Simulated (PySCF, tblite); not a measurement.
# C₈H₁₆Si: geometry, infrared bands and NMR shifts

What infrared bands and NMR shifts should C₈H₁₆Si (`C=C(C)/C=C(\[SiH3])C(C)C`) show?

The runs use tblite 0.8.0 and PySCF 2.14.0, with density-fitted response routines of our own; the level of theory stands in each step. All values are computed, except where a source is named. Atoms are numbered from 0 throughout.

**1. Starting geometry**

25 atoms, charge 0, multiplicity 1; geometry from: force field or distance geometry start.

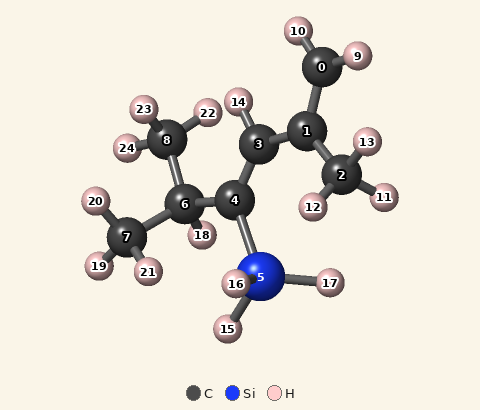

As it starts; carbon dark grey, silicon blue, hydrogen pink, atoms numbered.

**2. Relaxing the molecule with GFN2-xTB**

The job: settings as JSON, then the geometry in Å.

```
{"job": {"kind": "relax", "xc": "GFN2-xTB", "basis": "xTB"}, "charge": 0, "multiplicity": 1}
C      2.804800     0.802000     1.170800
C      1.992900     0.187200     0.262000
C      2.685500    -0.699600    -0.668500
C      0.599000     0.506000     0.391900
C     -0.390400     0.050100    -0.315000
Si    -0.159000    -1.121500    -1.707000
C     -1.788500     0.513800    -0.023900
C     -2.575500    -0.758000     0.233400
C     -1.872000     1.460500     1.122600
H      3.848200     0.580700     1.096700
H      2.375500     1.475000     1.909800
H      2.866400    -0.183200    -1.648300
H      2.337400    -1.724700    -0.739400
H      3.752000    -0.793600    -0.267900
H      0.306600     1.214500     1.209100
H     -1.484000    -1.273100    -2.345800
H      0.183300    -2.492800    -1.246300
H      0.806100    -0.587800    -2.637000
H     -2.230000     1.016400    -0.914900
H     -3.635100    -0.648600    -0.070800
H     -2.503800    -1.024300     1.293800
H     -2.094000    -1.538900    -0.419000
H     -1.311900     2.422100     0.986800
H     -1.554600     0.947700     2.054300
H     -2.969900     1.694100     1.281600
```

Started as:

```
> OMP_NUM_THREADS=1 python probes_run.py task.json out
```

The driver reads the jobs from task.json and runs them one after another.

**Question.** This job is followed by: GFN2-xTB harmonic vibrations, gas phase; GIAO PBE0/pcSseg-1 NMR shielding, non-relativistic, gas phase. Predict these results of the whole session: strongest single infrared mode (GFN2-xTB); zero-point energy (GFN2-xTB); 13C shifts against TMS (PBE0/pcSseg-1, means over atoms taken as alike); 1H shifts against TMS (PBE0/pcSseg-1, means over atoms taken as alike); 29Si shifts against TMS (PBE0/pcSseg-1).

**Answer**, as computed:

```
                                                               quantity                                             value
                              strongest single infrared mode (GFN2-xTB)                             2212 cm⁻¹, 406 km/mol
                                           zero-point energy (GFN2-xTB)                                    131.5 kcal/mol
13C shifts against TMS (PBE0/pcSseg-1, means over atoms taken as alike)  152.6, 150.2, 145.8, 127.9, 42.7, 25.0, 23.5 ppm
 1H shifts against TMS (PBE0/pcSseg-1, means over atoms taken as alike)      6.98, 5.44, 5.28, 4.45, 2.49, 2.17, 1.11 ppm
                                29Si shifts against TMS (PBE0/pcSseg-1)                                         -70.9 ppm
```

The optimisation took 123 steps and gained 0.995 eV; among the close pairs (by a distance rule), C4–Si5 changed most, from 1.834 to 1.891 Å. The lowest mode is slightly imaginary (10i cm⁻¹), a soft motion within the noise of the Hessian, so the minimum is not strictly shown. The strongest single mode, at 2212 cm⁻¹, moves mainly H15. Unscaled tight-binding wavenumbers are off by several per cent, some by more. Its intensities can rank the bands wrongly. H14 (hydrogen on an alkene CH) lies farthest downfield among hydrogen, at 6.98 ppm; olefinic region. At PBE0/pcSseg-1: The widest tensor belongs to C1: span 239 ppm, with a paramagnetic part of -226 ppm.
